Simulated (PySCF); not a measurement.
**TaO₃⁻: singlet, from a trigonal planar start**

Aim: relax TaO₃⁻ as a singlet from a hand-made trigonal planar geometry, check by its vibrations whether the end is a minimum, and collect its spectrum and constants.

Method: PBE, basis Ta def2-SVPD with ECP60, O def2-SVPD, scalar-relativistic core potentials, no spin–orbit coupling, density fitting; program: PySCF 2.14.0.

### 1 The system as given

4 atoms, charge -1, spin multiplicity 1.

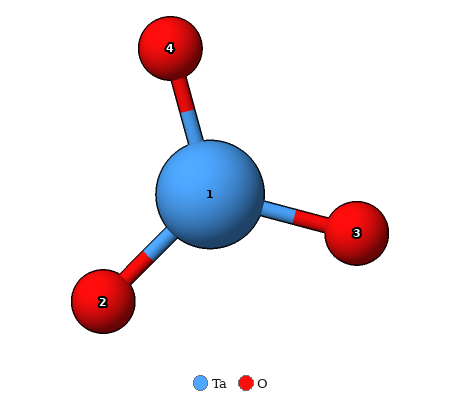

As it starts; tantalum blue, oxygen red; atoms are numbered from 1 in the order of the file.

Z-matrix (Å, degrees; charge -1 multiplicity 1):
```
Ta
O  1 1.8300
O  1 1.8300 2 120.00
O  1 1.8300 2 120.00 3 180.00
```

### 2 Relaxation: trigonal planar start, singlet

One driver script runs all steps and calls PySCF; scf.py shows how it sets up the SCF of each step. The optimiser is the driver's own. Before each start the driver seeks the lowest SCF state from one or more starting densities and follows internal instabilities, so scf.py alone need not reach the same state.

The program finds D3h symmetry in the start, which this walk keeps. The walk stops when the largest gradient is under 0.0003 Eh/bohr and the energy has settled too.

Contents of scf.py:

```python
from pyscf import gto, scf, dft
mol = gto.M(atom='''
Ta    -0.000000     0.000000    -0.000000
O      1.829985     0.000013    -0.000000
O     -0.915004     1.584807    -0.000000
O     -0.914981    -1.584820     0.000000''',
    basis={'Ta': 'def2-SVPD', 'O': 'def2-SVPD'},
    ecp={'Ta': 'def2-SVPD'},
    charge=-1, spin=0)
mf = dft.RKS(mol, xc='PBE')
mf.grids.atom_grid = (50, 194)
aux = {'Ta': 'def2-universal-JKFIT', 'O': 'def2-universal-JKFIT'}
mf = mf.density_fit(auxbasis=aux)
mf.kernel()
```

Steps of the walk:

| step | energy (Eh) | change (kJ/mol) | largest symmetric gradient (Eh/bohr) |
| --- | --- | --- | --- |
| 0 | -282.519515 | 0.00 | 0.00011 |

The walk needed 1.2 s of wall time on 4 threads, shared host.

Positions (Å) and forces (eV/Å) along the way, with the part that breaks the symmetry left in:

```
step 0
Ta   0.000   0.000   0.000   0.016   0.000   0.000
O    1.830   0.000   0.000   0.011   0.000   0.000
O   -0.915   1.585   0.000  -0.013  -0.004   0.000
O   -0.915  -1.585   0.000  -0.013   0.004   0.000
```

It settles in D3h symmetry, 0.0 kJ/mol below the start, after 0 steps: Ta–O 1.830 Å (×3); O–Ta–O 120.0° (×3).

### 3 Frequencies

The point is checked on the finer grid, and tightened if its gradient asks for it. The Hessian and the dipole derivatives come from central differences of analytic gradients, with steps of 0.01 bohr.

Edit scf.py of step 2 so:

```diff
@@ -4,3 +4,3 @@
-O      1.829985     0.000013    -0.000000
-O     -0.915004     1.584807    -0.000000
-O     -0.914981    -1.584820     0.000000''',
+O      1.829985     0.000013     0.000000
+O     -0.915004     1.584807     0.000000
+O     -0.914981    -1.584820    -0.000000''',
@@ -11 +11 @@
-mf.grids.atom_grid = (50, 194)
+mf.grids.atom_grid = (75, 302)
```

The driver hands on the density of the step before, so the log starts near convergence.

Log of the central SCF (cycles and frontier levels):

```text
init E= -282.519336768861
  HOMO = -0.0411862911090194  LUMO = 0.00243804100646372  gap/eV = 1.18708
cycle= 1 E= -282.519336763091  delta_E= 5.77e-09  |g|= 0.00017  |ddm|= 0.00015
  HOMO = -0.0411670716252902  LUMO = 0.00241254674035929  gap/eV = 1.18586
cycle= 2 E= -282.519336669815  delta_E= 9.33e-08  |g|= 0.000687  |ddm|= 0.000577
  HOMO = -0.0411845928499964  LUMO = 0.00243077545123782  gap/eV = 1.18683
cycle= 3 E= -282.519336769229  delta_E= -9.94e-08  |g|= 1.11e-05  |ddm|= 0.000454
  HOMO = -0.0411835219383676  LUMO = 0.00243200248716136  gap/eV = 1.18684
cycle= 4 E= -282.519336769258  delta_E= -2.83e-11  |g|= 6.04e-06  |ddm|= 1.34e-05
  HOMO = -0.0411832541415337  LUMO = 0.00243216217943854  gap/eV = 1.18684
Extra cycle  E= -282.51933676912  delta_E= 1.38e-10  |g|= 2.61e-05  |ddm|= 2.19e-05
converged SCF energy = -282.51933676912
```

The whole step took 10 s.

Geometry: D3h; Ta–O 1.830 Å (×3); O–Ta–O 120.0° (×3).

Harmonic modes (main isotopes):

```tsv
symmetry	ω (cm⁻¹)	IR (km/mol)	type
a2''	163i	211	bend
e'	257	4.4	bend
e'	777	810	stretch
a1'	845	0.0	stretch
```

With 1 mode imaginary (up to 163i cm⁻¹) this point is a saddle.

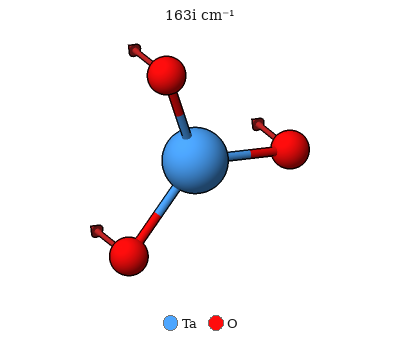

The imaginary mode, as arrows.

Properties at this point:

* Dipole moment about the centre of mass: 0.00 D
* Highest occupied level: -1.12 eV
* Lowest empty level: 0.07 eV
* Rotational constants: 0.2098, 0.2098, 0.1049 cm⁻¹
* Zero-point energy (real modes): 17.4 kJ/mol
* Principal polarisabilities: 53.7, 71.4, 71.4 bohr³
* Principal traceless quadrupole moments about the centre of mass: -11.93, -11.93, 23.86 D Å

Populations by atom (charges in e):

```json
{"atom": "Ta1", "Mulliken": "1.63", "Löwdin": "1.00", "polar tensor": "2.43", "Mayer order to Ta1": "–"}
{"atom": "O2,3,4", "Mulliken": "-0.88", "Löwdin": "-0.67", "polar tensor": "-1.14", "Mayer order to Ta1": "1.60"}
```

Mulliken populations on Ta1 (outside its core potential): s 2.27, p 6.16, d 2.78, f 0.17.

### 4 Leaving the saddle point

The atoms are moved a little along the softest imaginary mode and relaxed again.

The program finds C3v symmetry in the start, which this walk keeps. Threshold on the gradient: 0.0003 Eh/bohr, with a further test on the energy change.

Edit scf.py of step 3 so:

```diff
@@ -3,4 +3,4 @@
-Ta    -0.000000     0.000000    -0.000000
-O      1.829985     0.000013     0.000000
-O     -0.915004     1.584807     0.000000
-O     -0.914981    -1.584820    -0.000000''',
+Ta    -0.000000    -0.000000     0.031822
+O      1.829985     0.000013    -0.120000
+O     -0.915004     1.584807    -0.120000
+O     -0.914981    -1.584820    -0.120000''',
@@ -11 +11 @@
-mf.grids.atom_grid = (75, 302)
+mf.grids.atom_grid = (50, 194)
```

Steps of the walk:

| step | energy (Eh) | change (kJ/mol) | largest symmetric gradient (Eh/bohr) |
| --- | --- | --- | --- |
| 0 | -282.520640 | 0.00 | 0.00749 |
| 1 | -282.526863 | -16.34 | 0.02318 |
| 2 | -282.527675 | -18.47 | 0.03179 |
| 3 | -282.532099 | -30.09 | 0.00877 |
| 4 | -282.532764 | -31.83 | 0.00116 |
| 5 | -282.532767 | -31.84 | 0.00056 |
| 6 | -282.532768 | -31.84 | 0.00001 |

The walk took 10 s.

Positions (Å) and forces (eV/Å) along the way:

```
step 0
Ta   0.000   0.000   0.032   0.007   0.000   0.385
O    1.830   0.000  -0.120  -0.303   0.000  -0.136
O   -0.915   1.585  -0.120   0.148  -0.266  -0.124
O   -0.915  -1.585  -0.120   0.148   0.266  -0.124
step 1
Ta   0.000   0.000   0.243  -0.020   0.000  -0.104
O    1.801   0.000  -0.191  -1.182   0.000   0.048
O   -0.901   1.560  -0.191   0.601  -1.035   0.028
O   -0.901  -1.560  -0.191   0.601   1.035   0.028
step 3
Ta   0.000   0.000   0.344   0.012   0.000  -0.110
O    1.738   0.000  -0.224  -0.453   0.000   0.036
O   -0.869   1.505  -0.224   0.220  -0.393   0.037
O   -0.869  -1.505  -0.224   0.220   0.393   0.037
step 6
Ta   0.000   0.000   0.383   0.018   0.000   0.001
O    1.706   0.000  -0.237  -0.002   0.000  -0.008
O   -0.853   1.478  -0.237  -0.007  -0.003   0.004
O   -0.853  -1.478  -0.237  -0.008   0.003   0.004
```

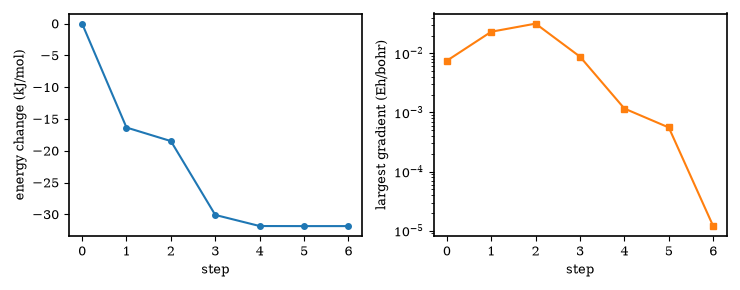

How energy and gradient fall.

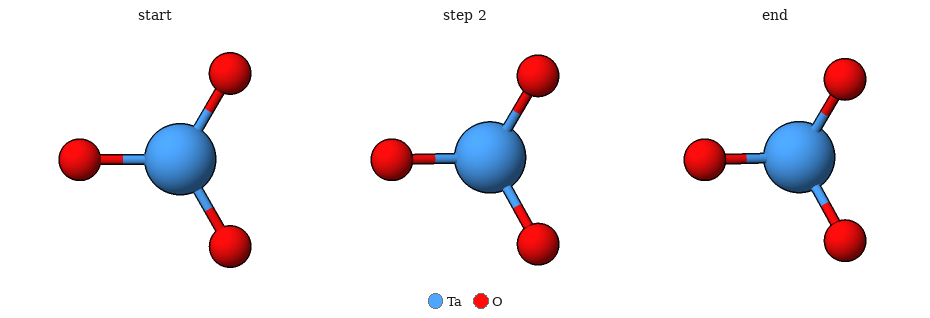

Start and end of the relaxation, with a step between.

After 6 steps and 31.8 kJ/mol it ends at C3v: Ta–O 1.816 Å (×3); O–Ta–O 109.0° (×3).

### 5 Frequencies

The same treatment as at the point before.

Edit scf.py of step 4 so:

```diff
@@ -3,4 +3,4 @@
-Ta    -0.000000    -0.000000     0.031822
-O      1.829985     0.000013    -0.120000
-O     -0.915004     1.584807    -0.120000
-O     -0.914981    -1.584820    -0.120000''',
+Ta     0.000000     0.000000     0.131773
+O      1.705496     0.000012    -0.490741
+O     -0.852759     1.476997    -0.490741
+O     -0.852737    -1.477009    -0.490741''',
@@ -11 +11 @@
-mf.grids.atom_grid = (50, 194)
+mf.grids.atom_grid = (75, 302)
```

SCF at the final geometry:

```text
init E= -282.532705600075
  HOMO = -0.0265779582391735  LUMO = 0.0205079263865429  gap/eV = 1.28127
cycle= 1 E= -282.532705563685  delta_E= 3.64e-08  |g|= 0.000424  |ddm|= 0.000364
  HOMO = -0.0265465037439102  LUMO = 0.0204882702980456  gap/eV = 1.27988
cycle= 2 E= -282.532704804786  delta_E= 7.59e-07  |g|= 0.00194  |ddm|= 0.00166
  HOMO = -0.0265721190057204  LUMO = 0.020503964862165  gap/eV = 1.28101
cycle= 3 E= -282.532705601846  delta_E= -7.97e-07  |g|= 1.74e-05  |ddm|= 0.00136
  HOMO = -0.0265725134159329  LUMO = 0.0205042918371632  gap/eV = 1.28103
cycle= 4 E= -282.53270560191  delta_E= -6.4e-11  |g|= 1.61e-06  |ddm|= 1.35e-05
  HOMO = -0.026572154266438  LUMO = 0.0205042958997161  gap/eV = 1.28102
Extra cycle  E= -282.532705601908  delta_E= 1.93e-12  |g|= 4.35e-06  |ddm|= 4.89e-06
converged SCF energy = -282.532705601908
```

The whole step took 15 s.

Geometry: C3v; Ta–O 1.816 Å (×3); O–Ta–O 108.9° (×3).

Modes, for the most abundant isotopes:

```tsv
symmetry	ω (cm⁻¹)	IR (km/mol)	μ (u)	type
a1	213	31.9	18.97	bend
e	291	4.4	16.87	bend
e	779	535	17.89	stretch
a1	867	5.7	16.56	stretch
```

No imaginary mode, so this is a minimum.

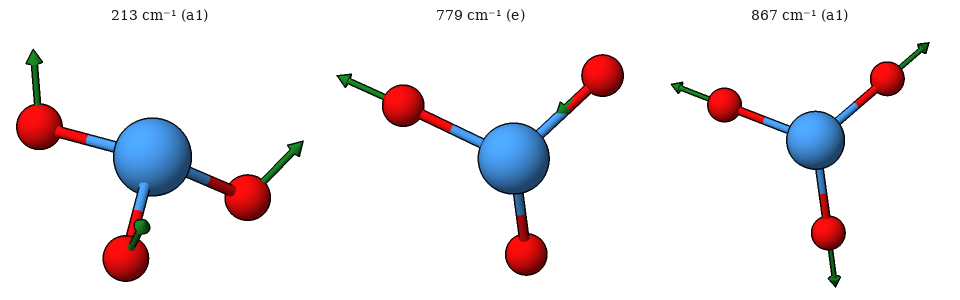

Displacements of 3 of the modes, as arrows (one member where a mode is degenerate).

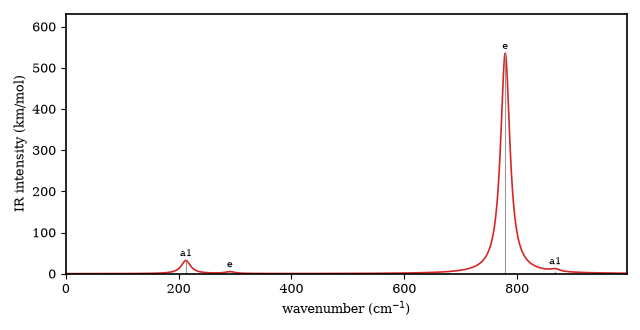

The harmonic infrared spectrum (widths in cm⁻¹). Lines are broadened to a width of 20 cm⁻¹ (Lorentzian).

Constants and moments:

* Dipole moment about the centre of mass: 6.66 D
* Highest occupied level: -0.72 eV
* Lowest empty level: 0.56 eV
* Rotational constants: 0.1995, 0.1995, 0.1208 cm⁻¹
* Zero-point energy: 19.3 kJ/mol
* Principal polarisabilities: 49.2, 73.5, 73.5 bohr³
* Principal traceless quadrupole moments about the centre of mass: -8.57, -8.57, 17.14 D Å
* Entropy at 298.15 K and 1 bar: 296.7 J/(mol K)
* Heat capacity Cp at 298.15 K: 63.0 J/(mol K)
* Enthalpy at 298.15 K above 0 K: 14.21 kJ/mol
* Rotational symmetry number: 3

Populations by atom (charges in e):

```json
{"atom": "Ta1", "Mulliken": "1.47", "Löwdin": "0.94", "polar tensor": "1.57", "Mayer order to Ta1": "–"}
{"atom": "O2,3,4", "Mulliken": "-0.82", "Löwdin": "-0.65", "polar tensor": "-0.86", "Mayer order to Ta1": "1.68"}
```

Mulliken populations on Ta1 (outside its core potential): s 2.35, p 6.04, d 2.97, f 0.17.

### 6 Would spin polarisation lower it?

At the lowest minimum the closed shell is tested against spin polarisation, on the (50, 194) grid. It is stable.

### 7 All stationary points

| spin | group | bonds | imaginary modes (cm⁻¹) | ΔE (kJ/mol) | with zero-point energy |
| --- | --- | --- | --- | --- | --- |
| singlet | C3v | Ta–O 1.816 Å (×3) | none | 0.0 | 0.0 |
| singlet | D3h | Ta–O 1.830 Å (×3) | 163i | 35.1 | – |

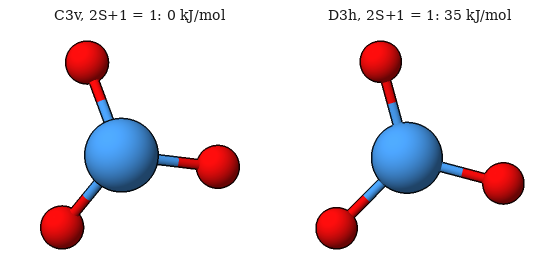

The points, lowest first (tantalum blue, oxygen red).

### 8 Outcome

```
                            quantity                                  value
                             minimum                           singlet, C3v
                            geometry  Ta–O 1.816 Å (×3); O–Ta–O 108.9° (×3)
                  wavenumbers (cm⁻¹)   213 (a1), 291 (e), 779 (e), 867 (a1)
      dipole moment (centre of mass)                                 6.66 D
highest occupied, lowest empty level                         -0.72, 0.56 eV
          polar-tensor charge of Ta1                                +1.57 e
                   zero-point energy                            19.3 kJ/mol
                 entropy at 298.15 K                        296.7 J/(mol K)
```

What this shows: From D3h at the start the molecule goes to a C3v minimum, after a first stop at a saddle point 35.1 kJ/mol higher, from which it was pushed off along an imaginary mode. In the infrared the band at 779 cm⁻¹ (e, stretch) leads. Other starts or spin states, not run here, may lie lower. With an element this heavy the missing spin–orbit coupling can shift these numbers.

The search up to here needed 43 s of wall time on 4 threads, shared host.
